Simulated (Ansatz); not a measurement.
```xyz
14

C     0.7780    0.3695    0.6711
C     0.8387   -1.1884   -2.0124
Cl    3.6209   -0.5521   -0.5241
Si    1.5870   -1.0100   -0.3020
Si    1.2139    0.2020   -3.2403
H    -0.2911    0.1509    0.8306
H     0.8598    1.3265    0.1329
H     1.2568    0.4855    1.6557
H     1.5164   -2.2956    0.4463
H    -0.2570   -1.2658   -1.8885
H     1.1754   -2.1407   -2.4572
H     0.3095    0.0924   -4.4232
H     0.9842    1.5313   -2.6010
H     2.6250    0.1275   -3.7067
```

Geometry: B3LYP-D3(BJ)/def2-SVP.

The calculation used isolated molecule in a Gaussian basis; Kohn-Sham density functional theory, functional PBE0 (Ansatz 0.2.0).

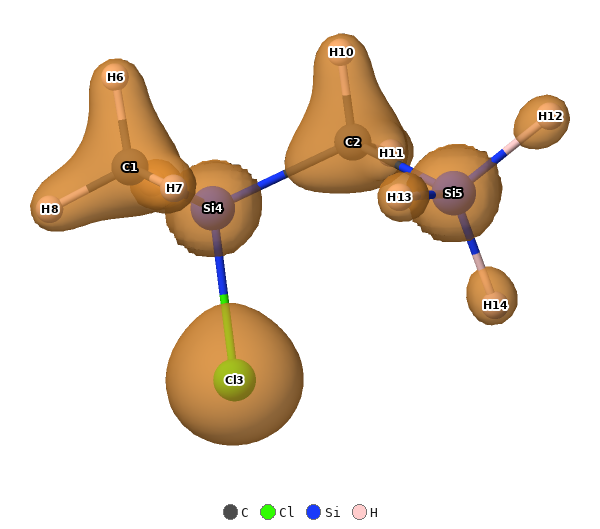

C$_{2}$H$_{9}$ClSi$_{2}$. Isosurface of the total electron density at 1 e/Å³ (orange), seen from one side.

**How is the density connected at this value?**

At this value the surface falls into nine separate pieces. It bridges the sampled C–H (1.10 Å) contacts, where the density stays above the isovalue. It is pinched off along the sampled C–Si (1.87 Å), Si–Cl (2.10 Å) and Si–H (1.49 Å) contacts. On the grid the lowest density along these lines, outside the cores, is 0.81 e/Å³ (C–Si, 1.87 Å), 0.58 e/Å³ (Si–Cl, 2.10 Å), 1.8 e/Å³ (C–H, 1.10 Å) and 0.77 e/Å³ (Si–H, 1.49 Å).
